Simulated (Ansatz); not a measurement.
A series of calculations on TaAlH$_{5}$O$_{3}$F$_{3}$

**1. Relaxation**

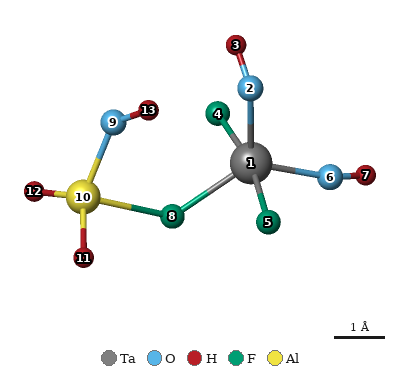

TaAlH5O3F3, before the relaxation. Style: ball-and-stick. Shown at a tilt.

The run prepares an end point of a later path (reaction) calculation, from a guessed geometry.

These are results of Ansatz 0.2.0, RHF/def2-SVP, not measurements.

Input
```yaml
crystal:
  periodic: [false, false, false]
  atoms:
    - { symbol: Ta, position_ang: [-0.044904, 0.041785, 0.193534] }
    - { symbol: O, position_ang: [1.887519, 0.170683, 0.396976] }
    - { symbol: H, position_ang: [2.361152, 0.273184, 1.213663] }
    - { symbol: F, position_ang: [-0.354571, 0.217908, 2.041665] }
    - { symbol: F, position_ang: [0.10557, -0.480148, -1.600618] }
    - { symbol: O, position_ang: [-0.877716, 1.631154, -0.193462] }
    - { symbol: H, position_ang: [-1.296854, 2.474528, -0.119295] }
    - { symbol: F, position_ang: [-0.957856, -1.671954, 0.404589] }
    - { symbol: O, position_ang: [1.517216, -2.568536, 1.178042] }
    - { symbol: Al, position_ang: [0.06604, -3.45673, 0.856655] }
    - { symbol: H, position_ang: [-0.091688, -4.170252, -0.544642] }
    - { symbol: H, position_ang: [-0.706473, -3.933295, 2.145198] }
    - { symbol: H, position_ang: [2.108464, -2.035527, 0.627894] }
basis:
  gaussian: { orbitals: def2-SVP }
hamiltonian:
  xc: hf
relax:
  f_tol: 0.03
  max_steps: 50
```

Launched with:
```bash
ansatz run input.yaml --threads 4 --pin off --max-ram 5120MiB --backend cpu --events-out ev --progress --plain --runs-dir out
```

Q: Predict the outcome.

A: After 15 accepted moves (21 points after the start) the energy has fallen by 175.7 kJ/mol. Largest force component: 2.4 eV/Å at the start, 0.016 eV/Å at the end. The line search rejected the trial steps at points 9, 13, 14, 15, 17, 20 of the run. The largest move after the best rigid fit is that of H3, 1.10 Å. By element the largest moves are H 1.10 Å, O 0.72 Å, F 0.56 Å, Al 0.53 Å, Ta 0.50 Å. Among the contacts that change: Ta1–O9 3.197 → 2.134 Å, F8–Al10 2.107 → 1.828 Å, Ta1–H13 3.023 → 2.799 Å, Ta1–F8 1.953 → 2.114 Å. New bonds form, among them: Ta1–O9 (3.20 → 2.13 Å). Bond angles that change, for instance: Ta1–O2–H3 126.3° → 173.1°, O2–Ta1–F8 120.7° → 162.4°, O6–Ta1–F8 124.8° → 93.5°. Groups turn about O9–Al10 by about 110°.

The structure at the end:

```xyz
13

Ta    0.3598   -0.1668    0.4057
O     2.0015    0.6596    0.6016
H     2.7797    1.1684    0.7418
F    -0.0650   -0.1745    2.2531
F     0.6029   -0.6470   -1.4126
O    -0.7998    1.2218    0.0146
H    -1.5364    1.7667   -0.2001
F    -1.1610   -1.6331    0.3269
O     1.1012   -2.1308    0.7901
Al   -0.3830   -3.2497    0.6791
H    -0.3520   -4.1553   -0.6085
H    -0.8377   -3.7959    2.0837
H     2.0057   -2.3706    0.9248
```

After the run, drawn alike:

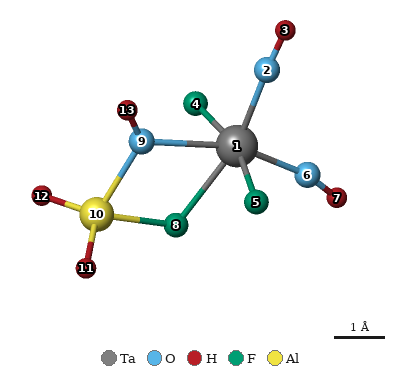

Limits of the set-up: Hartree-Fock leaves out electron correlation.

**2. Relaxation**

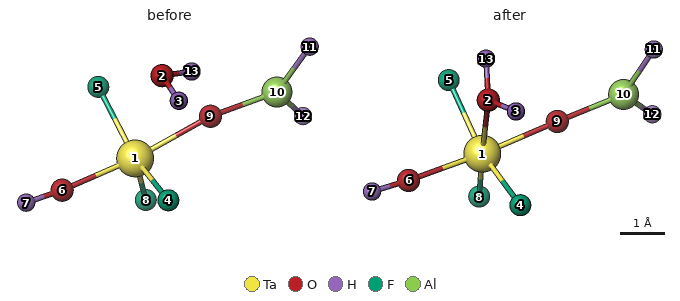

The structure of TaAlH₅O₃F₃ before (left) and after (right) a relaxation, at one scale.

Style: ball-and-stick. Shown from a free direction.

The run prepares an end point of a later path (reaction) calculation, from a guessed geometry.

These are results of Ansatz, RHF/def2-SVP, not measurements. Set-up: no spin polarisation; force threshold 0.03 eV/Å; at most 50 steps.

Q: Summarise the run.

A: The atom that moves furthest after the best rigid fit is H13 (1.11 Å). Largest moves by element: H 1.11 Å, O 0.76 Å, F 0.30 Å, Ta 0.26 Å, Al 0.18 Å. Among the contacts that change: Ta1–O2 3.205 → 2.301 Å, Ta1–H3 3.567 → 2.881 Å, Ta1–H13 2.985 → 2.881 Å, Ta1–O9 1.975 → 1.913 Å. New bonds form, among them: Ta1–O2 (3.20 → 2.30 Å). Among the angles between lasting bonds that change: Ta1–O9–Al10 162.2° → 176.5°, F4–Ta1–F5 141.0° → 152.2°, O6–Ta1–O9 167.5° → 173.5°. Over 14 accepted moves (16 points after the start) the energy falls by 18.4 kcal/mol. Largest force component: 1.3 eV/Å at the start, 0.0057 eV/Å at the end. The line search rejected the trial steps at points 7, 10 of the run. The forces were under the threshold at step 13, but the run went on from there. The run took 48 s on 4 threads of Arm Neoverse V2, on a shared host, peak memory 0.48 GiB.

Limits of the set-up: the start holds two separate molecules, 2.2 Å apart at their closest, whose relative position is a soft coordinate and is computed without a dispersion correction; Hartree-Fock leaves out electron correlation.

**3. Path**

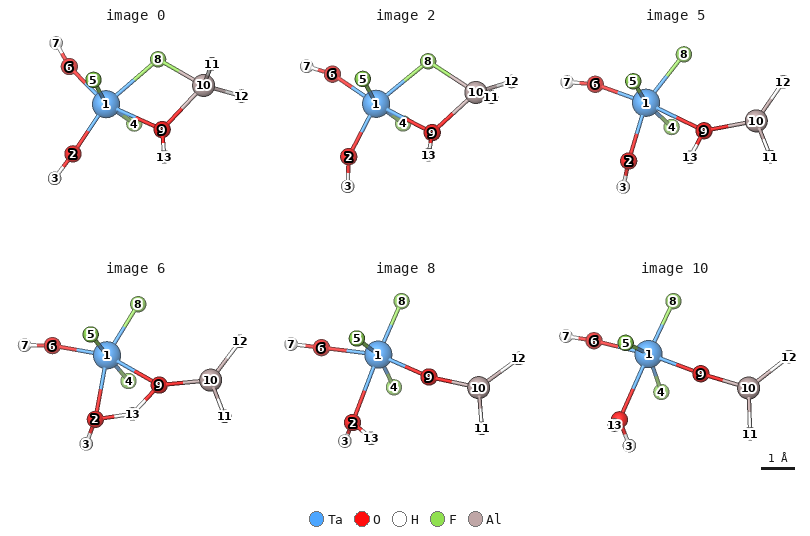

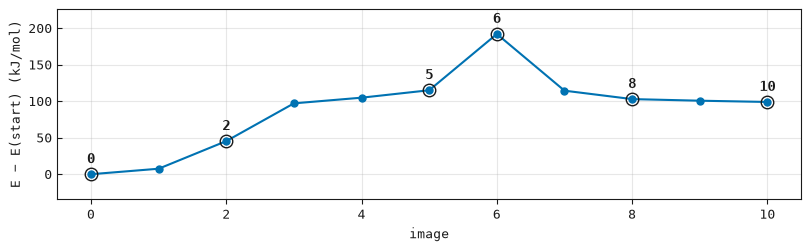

NEB run on TaAlH₅O₃F₃. Images are numbered from 0 (start) to 10 (end). The picture is a ball-and-stick view, seen from a free direction.

Theory: RHF/def2-SVP in Ansatz 0.2.0. Settings: 9 movable images; climbing image; force threshold 0.05 eV/Å; iteration limit 57; starting path through a guess of the saddle point.

Read off the barrier and say what moves.

The highest point, image 6, lies 192.1 kJ/mol above the start and 93.1 kJ/mol above the end; the end is at +99.0 kJ/mol relative to the start. Breaking: F8–Al10 (1.83 → 3.79 at the top → 4.10 Å), O9–H13 (0.95 → 1.21 at the top → 3.17 Å). Forming: O2–H13 (3.05 → 1.20 at the top → 0.95 Å). The band converged in 30 iterations. The largest component of the band force went from 44 to 0.043 eV/Å. The climbing image converged on the top of the path. Its vibrational analysis gives one imaginary mode (1604i cm⁻¹), as a transition state must have.

Limits of the set-up: Hartree-Fock leaves out electron correlation.
